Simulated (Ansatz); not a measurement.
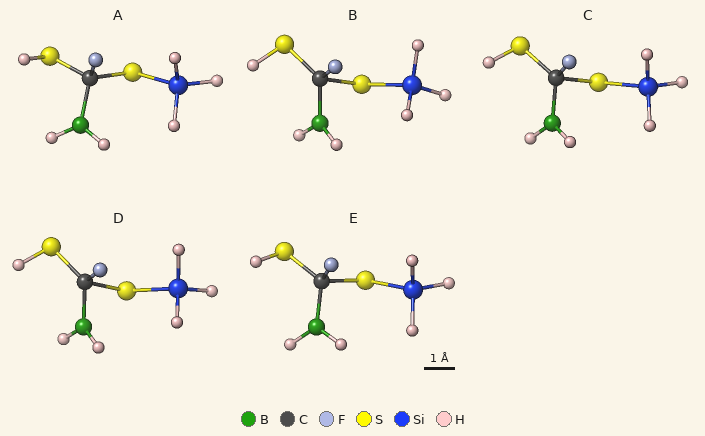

5 geometries from one relaxation of CH6BFS2Si, in shuffled order. The picture is a ball-and-stick view, seen face on.

The run prepares an end point of a later path (hydrogen shift) calculation, from a guessed geometry.

Level of theory: Ansatz 0.2.0, RKS B3LYP-D4/def2-SVP. Set-up: no spin polarisation; force threshold 0.02 eV/Å; at most 50 steps.

Q: Order the frames from highest to lowest energy.

A: A, E, C, D, B. They are steps 0, 2, 4, 6, 13, at +21.6 kcal/mol, +8.36 kcal/mol, +2.57 kcal/mol, +0.64 kcal/mol relative to the last. The largest move after the best rigid fit is that of an H atom, 0.84 Å. By element the largest moves are H 0.84 Å, S 0.62 Å, F 0.43 Å, C 0.37 Å, B 0.29 Å, Si 0.07 Å. Near-neighbour distances that change, for instance: B–S 2.869 → 2.170 Å, B–C 1.657 → 1.557 Å, C–S 1.835 → 1.919 Å, H–S 1.435 → 1.354 Å. Bond angles that change, for instance: B–C–S 110.4° → 76.5°, B–C–S 109.1° → 124.2°, B–C–F 109.8° → 117.8°. Groups turn about C–S by about 25°. The energy falls by 21.6 kcal/mol in 13 geometry steps. The largest force component goes from 2.5 to 0.018 eV/Å.
